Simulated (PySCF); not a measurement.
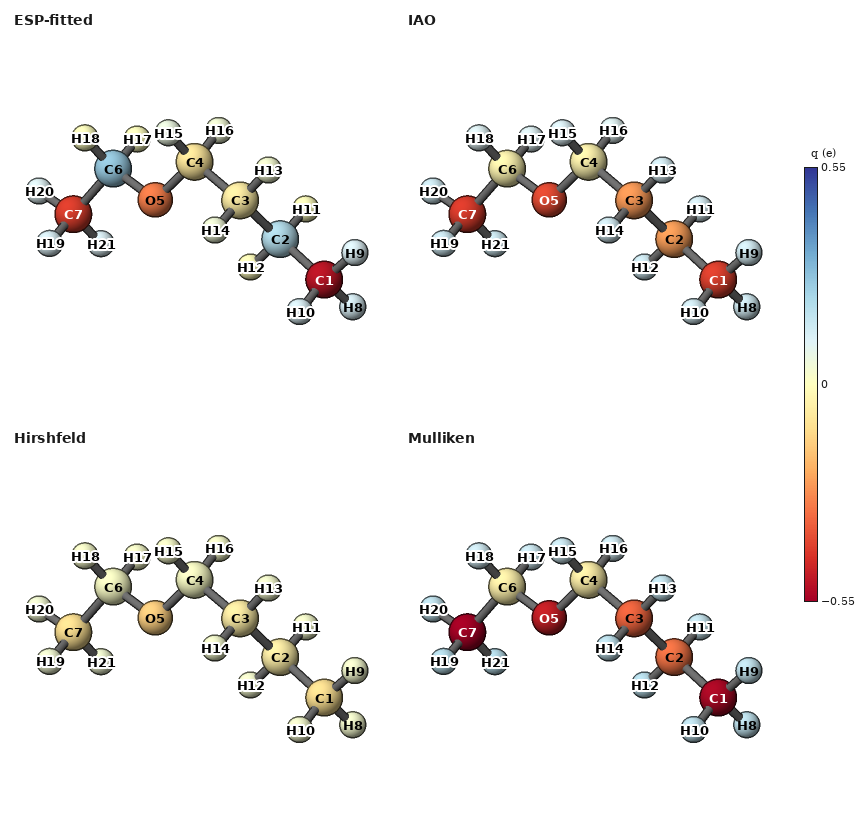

Atomic charges of one calculation by 4 schemes, on one colour scale. Computed geometry: PBE0-D3(BJ)/def2-SVP optimisation. No frequency run is at hand to confirm it as a minimum. Computed with PBE0/6-31G* (PySCF 2.14.0).

### Which scheme gives the most polar picture (largest mean size of the charges)?

The Mulliken charges are the largest in size here, and the Hirshfeld charges the smallest.

### On which atom do the schemes disagree most?

On C2 (from −0.32 to 0.20 e).

List the charges (e), one line for each set of equivalent atoms.

```
atom  ESP-fitted    IAO  Hirshfeld  Mulliken
  C1       −0.50  −0.41      −0.10     −0.52
  C2        0.20  −0.24      −0.06     −0.32
  C3       −0.06  −0.25      −0.06     −0.34
  C4       −0.08  −0.04       0.01     −0.05
  O5       −0.30  −0.39      −0.15     −0.48
  C6        0.26  −0.03       0.02     −0.05
  C7       −0.41  −0.42      −0.10     −0.54
  H8        0.12   0.14       0.03      0.17
  H9        0.11   0.13       0.03      0.17
 H10        0.12   0.13       0.03      0.17
 H11        0.00   0.12       0.03      0.16
 H12       −0.01   0.14       0.03      0.19
 H13        0.03   0.13       0.03      0.16
 H14        0.05   0.13       0.03      0.17
 H15        0.06   0.11       0.02      0.14
 H16        0.05   0.10       0.02      0.14
 H17        0.00   0.11       0.02      0.14
 H18        0.00   0.11       0.02      0.14
 H19        0.12   0.15       0.04      0.19
 H20        0.11   0.14       0.04      0.17
 H21        0.12   0.14       0.04      0.19
```
